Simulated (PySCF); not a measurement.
# Irc calculation of Si2PH6 (charge −1) (part 2 of 2)

Continued. System: Si2PH6, charge −1, SMILES [SiH3][P-][SiH3]. Method: HF/ma-def2-SVP, RHF (PySCF 2.14.0). The input sets isotopic masses. The geometry was optimised with HF/ma-def2-SVP saddle.

### The program's output, continued
```
--------------- RHF_Scanner gradients ---------------
         x                y                z
0 Si    -0.0058992020     0.0021397309    -0.0016006213
1 P    -0.0045301790    -0.0136292961    -0.0086410907
2 Si    -0.0149201066    -0.0393794208     0.0190770918
3 H     0.0012416479    -0.0003803374     0.0001544826
4 H     0.0002523153     0.0001368060     0.0001268535
5 H     0.0015092546     0.0002314518     0.0001824164
6 H     0.0029608063     0.0084501711    -0.0000762018
7 H     0.0144291873     0.0329228278    -0.0101705686
8 H     0.0049562761     0.0095080667     0.0009476381
----------------------------------------------

WARN: Mole.unit (angstrom) is changed to bohr

converged SCF energy = -921.734473790666
--------------- RHF_Scanner gradients ---------------
         x                y                z
0 Si    -0.0063868288     0.0024892678    -0.0019129705
1 P    -0.0046946810    -0.0137610210    -0.0107117839
2 Si    -0.0170387479    -0.0463592004     0.0240939417
3 H     0.0012773332    -0.0005294481     0.0002218373
4 H     0.0002673647     0.0001643135     0.0001194484
5 H     0.0016558339     0.0002499387     0.0002585034
6 H     0.0034935234     0.0097169886    -0.0003513631
7 H     0.0159403259     0.0369746461    -0.0124878333
8 H     0.0054858765     0.0110545148     0.0007702200
----------------------------------------------

WARN: Mole.unit (angstrom) is changed to bohr

converged SCF energy = -921.741712045166
--------------- RHF_Scanner gradients ---------------
         x                y                z
0 Si    -0.0066101323     0.0027299110    -0.0021678083
1 P    -0.0046180926    -0.0130419712    -0.0125883969
2 Si    -0.0186284473    -0.0517626908     0.0275509621
3 H     0.0013085353    -0.0005936657     0.0002953707
4 H     0.0002482933     0.0001705278     0.0001230032
5 H     0.0017291060     0.0002377899     0.0003076234
6 H     0.0039213079     0.0105199243    -0.0006037375
7 H     0.0169731610     0.0395923463    -0.0135848993
8 H     0.0056762689     0.0121478284     0.0006678827
----------------------------------------------

WARN: Mole.unit (angstrom) is changed to bohr

converged SCF energy = -921.749328858166
--------------- RHF_Scanner gradients ---------------
         x                y                z
0 Si    -0.0063997578     0.0029578919    -0.0023639806
1 P    -0.0042972540    -0.0115279524    -0.0142701184
2 Si    -0.0192301183    -0.0551937939     0.0317593692
3 H     0.0011668324    -0.0007412917     0.0003603992
4 H     0.0001994648     0.0001783011     0.0000952800
5 H     0.0017042061     0.0002370411     0.0003880657
6 H     0.0042137923     0.0109295721    -0.0008985985
7 H     0.0170164036     0.0403772814    -0.0155231203
8 H     0.0056264309     0.0127829505     0.0004527035
----------------------------------------------

WARN: Mole.unit (angstrom) is changed to bohr

converged SCF energy = -921.757094359683
--------------- RHF_Scanner gradients ---------------
         x                y                z
0 Si    -0.0060895541     0.0030724734    -0.0024918766
1 P    -0.0038681192    -0.0096355350    -0.0156994174
2 Si    -0.0195415139    -0.0572621423     0.0341326414
3 H     0.0010926371    -0.0007664349     0.0004299656
4 H     0.0001231182     0.0001680806     0.0000824932
5 H     0.0016426481     0.0001988782     0.0004169690
6 H     0.0044117379     0.0109350125    -0.0011085585
7 H     0.0168749593     0.0403034996    -0.0160910216
8 H     0.0053540866     0.0129861678     0.0003288048
----------------------------------------------

WARN: Mole.unit (angstrom) is changed to bohr

converged SCF energy = -921.764784934556
--------------- RHF_Scanner gradients ---------------
         x                y                z
0 Si    -0.0054533570     0.0031916508    -0.0025803902
1 P    -0.0033255775    -0.0073917795    -0.0169385943
2 Si    -0.0188574635    -0.0574154814     0.0374421833
3 H     0.0008729806    -0.0008741167     0.0004857127
4 H     0.0000192172     0.0001624768     0.0000435840
5 H     0.0015076981     0.0001823982     0.0004783951
6 H     0.0045159055     0.0106312238    -0.0013081225
7 H     0.0158332809     0.0386792791    -0.0178160351
8 H     0.0048873159     0.0128343488     0.0001932671
----------------------------------------------

WARN: Mole.unit (angstrom) is changed to bohr

converged SCF energy = -921.772263094928
--------------- RHF_Scanner gradients ---------------
         x                y                z
0 Si    -0.0048690083     0.0032012454    -0.0026124820
1 P    -0.0027662714    -0.0051104587    -0.0179118071
2 Si    -0.0182722602    -0.0568289530     0.0384391851
3 H     0.0007741136    -0.0008432915     0.0005454708
4 H    -0.0000960749     0.0001399327     0.0000292647
5 H     0.0013707081     0.0001290628     0.0004782279
6 H     0.0044799929     0.0100386041    -0.0014175294
7 H     0.0150317337     0.0369644469    -0.0176497101
8 H     0.0043470665     0.0123094115     0.0000993800
----------------------------------------------

WARN: Mole.unit (angstrom) is changed to bohr

converged SCF energy = -921.779367544093
--------------- RHF_Scanner gradients ---------------
         x                y                z
0 Si    -0.0040440327     0.0032220043    -0.0026213448
1 P    -0.0021723731    -0.0027403233    -0.0187336463
2 Si    -0.0166512269    -0.0543653542     0.0407185434
3 H     0.0005513149    -0.0008931145     0.0005903936
4 H    -0.0002346391     0.0001272665    -0.0000097368
5 H     0.0011807858     0.0001032035     0.0005112153
6 H     0.0044155776     0.0092200773    -0.0014781662
7 H     0.0133063694     0.0337839138    -0.0190369265
8 H     0.0036482240     0.0115423266     0.0000596683
----------------------------------------------

WARN: Mole.unit (angstrom) is changed to bohr

converged SCF energy = -921.786038300315
--------------- RHF_Scanner gradients ---------------
         x                y                z
0 Si    -0.0033870770     0.0031418531    -0.0025846201
1 P    -0.0016038224    -0.0005202171    -0.0192880105
2 Si    -0.0155712734    -0.0519750895     0.0402249222
3 H     0.0004800145    -0.0008043500     0.0006385068
4 H    -0.0003642687     0.0000967040    -0.0000155060
5 H     0.0010172485     0.0000434507     0.0004790519
6 H     0.0041428245     0.0082340720    -0.0014793386
7 H     0.0122730198     0.0313188311    -0.0179556398
8 H     0.0030133343     0.0104647457    -0.0000193659
----------------------------------------------

WARN: Mole.unit (angstrom) is changed to bohr

converged SCF energy = -921.792156566908
--------------- RHF_Scanner gradients ---------------
         x                y                z
0 Si    -0.0025356128     0.0030779620    -0.0025352603
1 P    -0.0010398639     0.0016629068    -0.0197361319
2 Si    -0.0133364417    -0.0475883088     0.0414267473
3 H     0.0002910693    -0.0008005324     0.0006714730
4 H    -0.0005138492     0.0000814544    -0.0000487115
5 H     0.0008126893     0.0000164699     0.0004839012
6 H     0.0039146851     0.0070844116    -0.0014024366
7 H     0.0101728496     0.0272219141    -0.0188689517
8 H     0.0022344742     0.0092437225     0.0000093704
----------------------------------------------

WARN: Mole.unit (angstrom) is changed to bohr

converged SCF energy = -921.797719540036
--------------- RHF_Scanner gradients ---------------
         x                y                z
0 Si    -0.0019494991     0.0029270212    -0.0024437311
1 P    -0.0005093800     0.0035986076    -0.0199013779
2 Si    -0.0121533561    -0.0442617996     0.0393791958
3 H     0.0002716599    -0.0006668256     0.0007056849
4 H    -0.0006308662     0.0000448850    -0.0000414870
5 H     0.0006598349    -0.0000412080     0.0004218165
6 H     0.0034022602     0.0058874580    -0.0013199721
7 H     0.0092688286     0.0247339024    -0.0167062766
8 H     0.0016405179     0.0077779590    -0.0000938524
----------------------------------------------

WARN: Mole.unit (angstrom) is changed to bohr

converged SCF energy = -921.802636060778
--------------- RHF_Scanner gradients ---------------
         x                y                z
0 Si    -0.0011709331     0.0027999935    -0.0023449324
1 P     0.0000007918     0.0054554908    -0.0200005262
2 Si    -0.0095279715    -0.0384958441     0.0396242762
3 H     0.0001216884    -0.0006335629     0.0007231639
4 H    -0.0007679795     0.0000307625    -0.0000702014
5 H     0.0004681440    -0.0000581345     0.0004066396
6 H     0.0030330933     0.0045661901    -0.0011227870
7 H     0.0069543707     0.0200711785    -0.0171960001
8 H     0.0008887958     0.0062639261    -0.0000196326
----------------------------------------------

WARN: Mole.unit (angstrom) is changed to bohr

converged SCF energy = -921.806947239024
--------------- RHF_Scanner gradients ---------------
         x                y                z
0 Si    -0.0007769829     0.0025985253    -0.0022004922
1 P     0.0004888194     0.0069941203    -0.0197606492
2 Si    -0.0087194775    -0.0352531892     0.0358283627
3 H     0.0001694765    -0.0004708842     0.0007404597
4 H    -0.0008417502    -0.0000136182    -0.0000470487
5 H     0.0003577348    -0.0001070293     0.0003170389
6 H     0.0022852900     0.0033335839    -0.0010030920
7 H     0.0065913907     0.0183347301    -0.0136841638
8 H     0.0004454992     0.0045837614    -0.0001904154
----------------------------------------------

WARN: Mole.unit (angstrom) is changed to bohr

converged SCF energy = -921.810582110526
--------------- RHF_Scanner gradients ---------------
         x                y                z
0 Si    -0.0001167857     0.0024382694    -0.0020484186
1 P     0.0009515969     0.0084629978    -0.0194997554
2 Si    -0.0056983366    -0.0282532946     0.0355833633
3 H     0.0000312887    -0.0004561913     0.0007345371
4 H    -0.0009440422    -0.0000196352    -0.0000840712
5 H     0.0001951333    -0.0000962576     0.0003005818
6 H     0.0018714906     0.0019908374    -0.0006882701
7 H     0.0039350905     0.0129475867    -0.0142607808
8 H    -0.0002254355     0.0029856874    -0.0000371862
----------------------------------------------

WARN: Mole.unit (angstrom) is changed to bohr

converged SCF energy = -921.813607967426
--------------- RHF_Scanner gradients ---------------
         x                y                z
0 Si    -0.0001063948     0.0021930871    -0.0018468484
1 P     0.0014109836     0.0094810986    -0.0187420866
2 Si    -0.0063319639    -0.0271928825     0.0291011257
3 H     0.0002041535    -0.0002420304     0.0007368980
4 H    -0.0009307415    -0.0000878656    -0.0000266110
5 H     0.0001684238    -0.0001434768     0.0001685490
6 H     0.0008428052     0.0009547344    -0.0006415058
7 H     0.0051097881     0.0137331376    -0.0083632993
8 H    -0.0003670539     0.0013041976    -0.0003862216
----------------------------------------------

WARN: Mole.unit (angstrom) is changed to bohr

converged SCF energy = -921.815982600951
--------------- RHF_Scanner gradients ---------------
         x                y                z
0 Si     0.0005345093     0.0020591259    -0.0016240718
1 P     0.0018308080     0.0105036215    -0.0180956830
2 Si    -0.0019336769    -0.0173888161     0.0302769896
3 H    -0.0000502095    -0.0003777146     0.0006859201
4 H    -0.0009877540    -0.0000537302    -0.0001259262
5 H     0.0000220547    -0.0000584751     0.0002114014
6 H     0.0007870884    -0.0002409591    -0.0001020362
7 H     0.0008359128     0.0054993910    -0.0113428056
8 H    -0.0010387328     0.0000575568     0.0001162118
----------------------------------------------

WARN: Mole.unit (angstrom) is changed to bohr

converged SCF energy = -921.817146030246
--------------- RHF_Scanner gradients ---------------
         x                y                z
0 Si    -0.0005829540     0.0016771764    -0.0014185192
1 P     0.0022434150     0.0106212384    -0.0164951912
2 Si    -0.0095185164    -0.0290363570     0.0152837706
3 H     0.0006768668     0.0002447150     0.0007352631
4 H    -0.0007919622    -0.0002663854     0.0001364431
5 H     0.0002093486    -0.0002300404    -0.0001268116
6 H    -0.0013216069    -0.0005017587    -0.0007403623
7 H     0.0092914527     0.0190207935     0.0039407676
8 H    -0.0002060435    -0.0015293818    -0.0013153602
----------------------------------------------

WARN: Mole.unit (angstrom) is changed to bohr

converged SCF energy = -921.818702995124
--------------- RHF_Scanner gradients ---------------
         x                y                z
0 Si     0.0006712818     0.0017904601    -0.0011747436
1 P     0.0024579063     0.0111472347    -0.0160808516
2 Si     0.0005639843    -0.0094644674     0.0254157069
3 H    -0.0001488900    -0.0004465686     0.0005942735
4 H    -0.0008833842    -0.0000579061    -0.0002047618
5 H    -0.0000260720     0.0000432873     0.0001778621
6 H     0.0003946318    -0.0013107619     0.0004293062
7 H    -0.0016121386    -0.0004509131    -0.0096662829
8 H    -0.0014173194    -0.0012503651     0.0005094912
----------------------------------------------

WARN: Mole.unit (angstrom) is changed to bohr

converged SCF energy = -921.812670168571
--------------- RHF_Scanner gradients ---------------
         x                y                z
0 Si    -0.0025552412     0.0009889978    -0.0011607377
1 P     0.0028249360     0.0102717226    -0.0133702307
2 Si    -0.0265333300    -0.0579749132    -0.0099813991
3 H     0.0019640389     0.0014056051     0.0008558722
4 H    -0.0004735137    -0.0006840807     0.0006410177
5 H     0.0005055335    -0.0005267182    -0.0007057175
6 H    -0.0050720918    -0.0004076194    -0.0020906276
7 H     0.0276807567     0.0507934467     0.0300490404
8 H     0.0016589116    -0.0038664407    -0.0042372178
----------------------------------------------
s (bohr amu^1/2)   E - E(TS) (kcal/mol)
  -3.00    -64.462
  -2.70    -62.242
  -2.40    -58.062
  -2.10    -52.272
  -1.80    -44.942
  -1.50    -36.297
  -1.20    -26.779
  -0.90    -17.126
  -0.60     -8.465
  -0.30     -2.272
   0.30     -2.206
   0.60     -7.678
   0.90    -14.180
   1.20    -20.660
   1.50    -26.945
   1.80    -32.669
   2.10    -37.512
   2.40    -41.223
   2.70    -42.372
   3.00    -45.288
end at s = -3.00

WARN: Mole.unit (angstrom) is changed to bohr

Si         -0.72990361        1.23513407       -0.90842015
P           1.33687655        0.47416530       -0.67491666
Si          0.82893675       -1.27894004        0.75306936
H          -1.80723842        0.19654575       -1.08244215
H          -0.86007304        2.11506476       -2.11957975
H          -1.28703361        2.08737182        0.20319132
H           2.04393092       -1.89163183        1.37620383
H           0.23414098       -2.31558299       -0.07275806
H          -0.13165603       -1.07334372        1.88693942
end at s = 3.00

WARN: Mole.unit (angstrom) is changed to bohr

Si         -0.74766344        1.24624678       -0.91479413
P           1.32907961        0.44909639       -0.69365482
Si          0.80122898       -1.36563857        0.83611402
H          -1.79560884        0.18447728       -1.05756044
H          -0.89996479        2.11686762       -2.13039499
H          -1.15024935        2.10453200        0.23697359
H           2.20195463       -1.44869576        1.45573305
H           1.14820101       -0.43168836       -1.84587385
H           0.19414463       -0.53077312        1.97225586
```

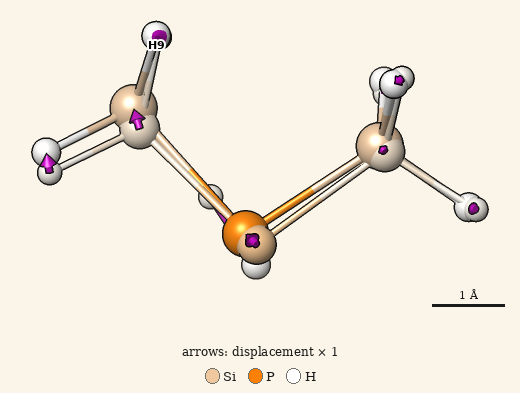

*Start (faint) and end (solid) with the displacements as pink arrows, at true length (ball-and-stick view, seen at a tilt). The two geometries are laid on each other by the best rigid fit.*

The atom that moves furthest after the best rigid fit is H8 (1.14 Å). By element the largest moves are H 1.14 Å, Si 0.31 Å, P 0.28 Å. Distances before and after: Si3–H8 1.583 → 2.861 Å, P2–H8 1.819 → 1.462 Å, Si3–H7 1.495 → 1.534 Å, Si3–H9 1.499 → 1.535 Å. Bonds break: Si3–H8 (1.58 → 2.86 Å). Among the angles that change: H7–Si3–H9 108.6° → 95.3°, P2–Si3–H9 106.6° → 98.4°, P2–Si3–H7 100.2° → 95.5°. (Atoms are counted from 1 in the order of the input.)

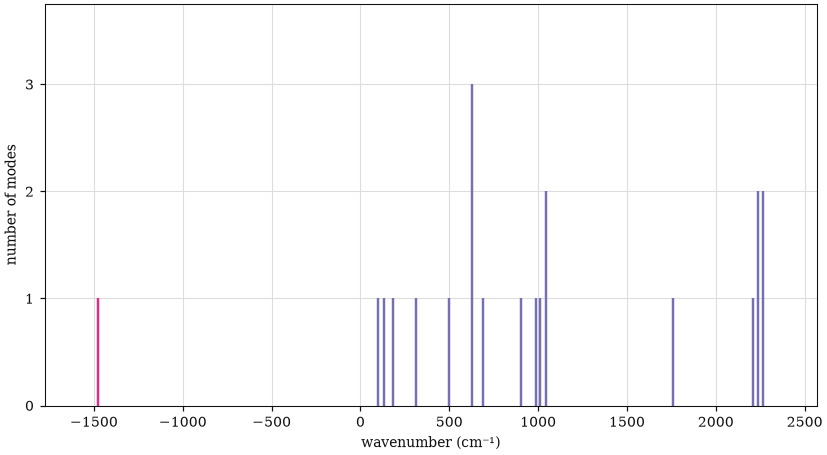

*Harmonic vibrational wavenumbers from the force constants; neighbouring modes closer than 17 cm⁻¹ are counted in one stick, and imaginary ones are drawn at negative wavenumbers.*

21 modes from 1477i to 2272 cm⁻¹, 1 imaginary beyond 8i (1477i cm⁻¹): a first-order saddle point, if the geometry is stationary.

This output came from the following input.

### Input (calc.py)
```python
import numpy
from pyscf import gto, scf
from pyscf.hessian import thermo

system = gto.M(
    atom='geometry.xyz',
    charge=-1,
    spin=0,
    max_memory=1860,
    verbose=3,
    basis='ma-def2-svp',
)

mf = scf.RHF(system)
mf.kernel()
modes = thermo.harmonic_analysis(system, mf.Hessian().kernel())
print('lowest modes (1/cm)', numpy.round(modes['freq_wavenumber'][:3], 1))
w = numpy.sqrt(system.atom_mass_list(isotope_avg=True))[:, None]
mode = modes['norm_mode'][0] * w
mode /= numpy.linalg.norm(mode)
scanner = mf.nuc_grad_method().as_scanner()
x_ts, e_ts, ds = system.atom_coords() * w, mf.e_tot, 0.3  # mass-weighted, bohr amu^1/2
path = []
for sign in (1, -1):
    x, e_old = x_ts + sign * ds * mode, e_ts
    for k in range(1, 13):
        e, g = scanner(system.set_geom_(x / w, unit='bohr', inplace=False))
        if e > e_old:
            break
        path.append((sign * k * ds, e, x / w, g))
        d1 = -g / w / numpy.linalg.norm(g / w)
        g2 = scanner(system.set_geom_((x + 0.5 * ds * d1) / w, unit='bohr', inplace=False))[1] / w  # midpoint rule
        x, e_old = x - ds * g2 / numpy.linalg.norm(g2), e
path.sort(key=lambda p: p[0])
print('s (bohr amu^1/2)   E - E(TS) (kcal/mol)')
for s, e, x, g in path:
    print('%7.2f %10.3f' % (s, (e - e_ts) * 627.5095))
for s, e, x, g in (path[0], path[-1]):
    print('end at s = %.2f' % s)
    print(system.set_geom_(x, unit='bohr', inplace=False).tostring())
```

### File geometry.xyz
```
9
H6PSi2
Si    -0.734634     1.239490    -0.911818
P      1.334759     0.473031    -0.699819
Si     0.810785    -1.341356     0.807590
H     -1.782943     0.170712    -1.057837
H     -0.880834     2.117936    -2.120532
H     -1.248048     2.090443     0.217624
H      2.172692    -1.635007     1.350268
H      0.660921    -1.214847    -0.762746
H     -0.027105    -0.758284     1.905587
```

Run as:
```bash
OMP_NUM_THREADS=1 python calc.py
```

### Summary

| quantity | value |
| --- | --- |
| outcome | converged |
| total energy | −921.714419 hartree |
| basis functions | 78 |
| wavenumbers, lowest and highest | 1477i and 2272 cm⁻¹ |
| hardware | 1 thread of Intel Xeon @ 2.50GHz (Skylake/Cascade Lake), 189 GiB of memory available, shared host |
| wall time | 9 min |
| peak memory | 0.19 GiB |
